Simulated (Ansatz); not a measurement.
# C$_{4}$H$_{6}$Cl$_{2}$Si: what the fields show

```yaml
atoms:
  - { symbol: C, position_ang: [0.7025, -0.0947, 1.8694] }
  - { symbol: C, position_ang: [0.1602, 0.9424, 1.2375] }
  - { symbol: Si, position_ang: [0.0452, 1.0683, -0.6025] }
  - { symbol: Cl, position_ang: [-1.5096, 2.3353, -1.0480] }
  - { symbol: Cl, position_ang: [1.7518, 1.9308, -1.3552] }
  - { symbol: C, position_ang: [-0.1957, -0.5441, -1.4703] }
  - { symbol: C, position_ang: [-0.7430, -1.6141, -0.9008] }
  - { symbol: H, position_ang: [1.1049, -0.9492, 1.3336] }
  - { symbol: H, position_ang: [0.7743, -0.1318, 2.9525] }
  - { symbol: H, position_ang: [-0.2221, 1.7754, 1.8237] }
  - { symbol: H, position_ang: [0.1153, -0.6027, -2.5115] }
  - { symbol: H, position_ang: [-1.0759, -1.6082, 0.1326] }
  - { symbol: H, position_ang: [-0.8874, -2.5421, -1.4464] }
```

Geometry: PBE0-D4/def2-TZVP.

Level of theory: RKS PBE0-D4/def2-TZVPP in Ansatz 0.2.0.

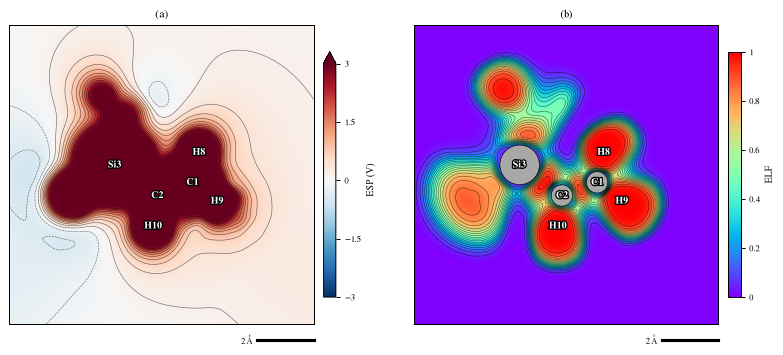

Figure 1. (a) molecular electrostatic potential; (b) ELF on the plane of atoms Si3, C2 and H10. Grey discs cover the atomic cores in the ELF map.

Q: Interpret the plot.

A: The section cuts through C, Si and H sites.
C–C (1.33 Å): the ELF peaks at about 0.90 between the atoms (a multiple bond).
C–Si (1.85 Å): the ELF peaks at about 1 between the atoms, as expected for a shared electron pair.
C–H (1.09 Å): the ELF climbs to about 1 towards the hydrogen, as it does in any bond to H: a covalent bond by its length.
The ELF also peaks beside Cl4, away from the bonds: lone-pair regions.
Outside the dense part of the molecule the potential is most negative (−0.6 V) near Cl4, which lies off the plane.

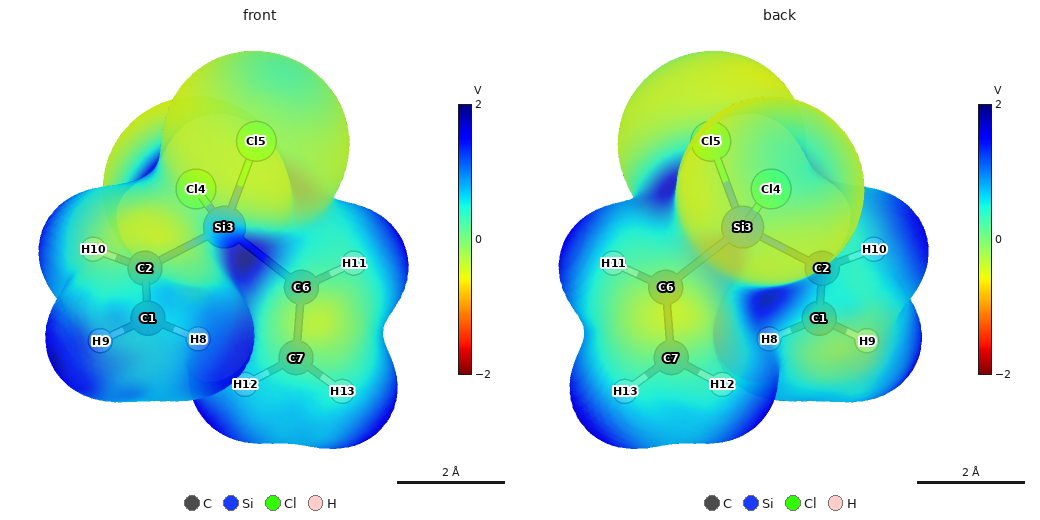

Figure 2. The electrostatic potential painted on the density surface at 0.004 e/bohr³, seen from the front and from behind; red is negative and blue positive.

Q: Where is the surface potential most negative and most positive?

A: The most negative region (about −0.5 V, or −12 kcal/mol for a unit charge) lies over Cl4 and Cl5, the most positive (about +1.7 V, or +39 kcal/mol for a unit charge) over Si3, H9 and H13. Cl4 shows a σ-hole: about +0.3 V at the tip opposite its bond, against about −0.4 V, or −9 kcal/mol for a unit charge on its flanks. Cl5 shows a σ-hole: about +0.3 V at the tip opposite its bond, against about −0.4 V, or −9 kcal/mol for a unit charge on its flanks.

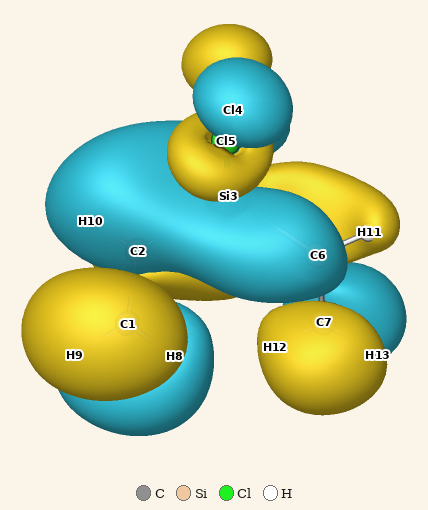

Figure 3. One frontier orbital at ±0.05 Å⁻³ᐟ² (yellow and cyan are the two phases), seen across its widest extent.

Q: Which orbital is it: HOMO or LUMO?

A: The LUMO, at −1.10 eV. Its weight (Hirshfeld) is mainly on C1 (about 25 %), C2 (about 20 %), Si3 (about 15 %), C7 (about 10 %) and C6 (about 5 %).
